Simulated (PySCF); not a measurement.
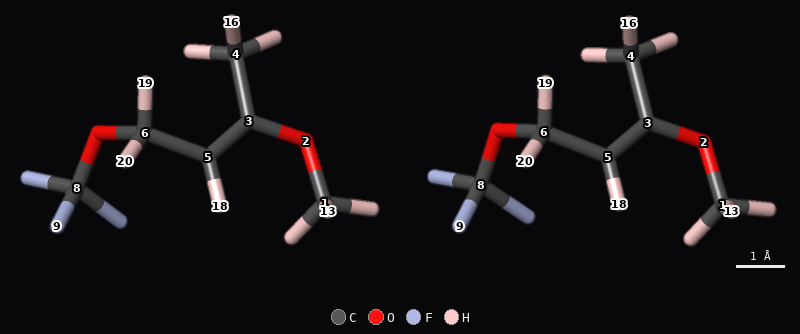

Two geometries of C$_{6}$H$_{9}$F$_{3}$O$_{2}$, drawn at one scale. One is the start of a relaxation, the other its converged end. A stick model, seen face on.

The calculation used PBE0-D3(BJ)/def2-SVP geometry optimisation, gas phase in PySCF. 

### Which geometry has the lower energy?

The left one is the relaxed one. The start comes from GFN2-xTB. Its atoms were then displaced at random by about 0.01 Å. The energy falls by 23.7 kJ/mol in 6 geometry steps. The largest move after the best rigid fit is that of an F atom, 0.19 Å. Largest moves by element: F 0.19 Å, C 0.11 Å, H 0.10 Å, O 0.07 Å. Some distances before and after: C–H 1.051 → 1.104 Å, C–F 1.376 → 1.339 Å, C–H 1.059 → 1.090 Å, C–O 1.476 → 1.447 Å. Bond angles that change, for instance: H–C–H 111.5° → 107.7°, H–C–H 112.4° → 108.7°, C–C–H 106.4° → 109.4°. The run took 79 s on 2 threads of Intel(R) Xeon(R) Platinum 8488C, with other jobs on the host.
